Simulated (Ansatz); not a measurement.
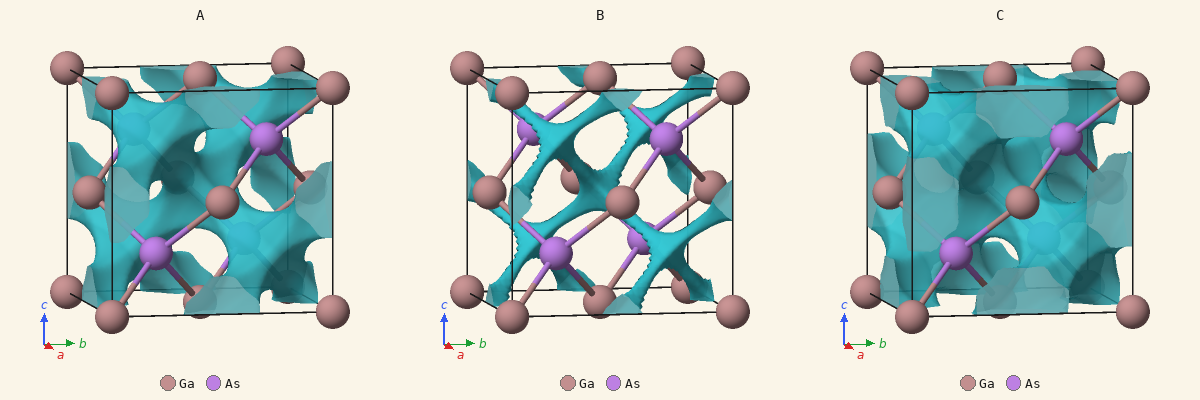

Three surfaces of the space that a probe's centre can reach in GaAs (F-43m, No. 216), computed for probe radii of 0.45, 0.65, 0.95 Å, in shuffled order. Pale faces close the region where the drawn box cuts it.

Atoms are hard spheres with covalent radii (Cordero): Ga 1.22 Å, As 1.19 Å.

Source of the atomic positions: the geometry relaxed with Ansatz 0.2.0, DFT PBE+D3(BJ), scalar-relativistic, plane waves, PAW.

```cif
data_structure
_symmetry_space_group_name_H-M 'P 1'
_symmetry_Int_Tables_number 1
_cell_length_a 5.6749
_cell_length_b 5.6749
_cell_length_c 5.6749
_cell_angle_alpha 90.000
_cell_angle_beta 90.000
_cell_angle_gamma 90.000
_cell_volume 182.75
loop_
_atom_site_label
_atom_site_type_symbol
_atom_site_fract_x
_atom_site_fract_y
_atom_site_fract_z
_atom_site_occupancy
Ga1 Ga 0.00000 0.00000 0.00000 1
As1 As 0.25000 0.25000 0.75000 1
Ga2 Ga 0.00000 0.50000 0.50000 1
As2 As 0.25000 0.75000 0.25000 1
Ga3 Ga 0.50000 0.00000 0.50000 1
As3 As 0.75000 0.25000 0.25000 1
Ga4 Ga 0.50000 0.50000 0.00000 1
As4 As 0.75000 0.75000 0.75000 1
```

Q: Which panel belongs to which radius, and what does each show?

A: C: 0.45 Å, a three-dimensional network, 32 % of the volume. A: 0.65 Å, a three-dimensional network, 18 % of the volume. B: 0.95 Å, a three-dimensional network, 3.6 % of the volume. The larger the probe, the smaller the space left to it.
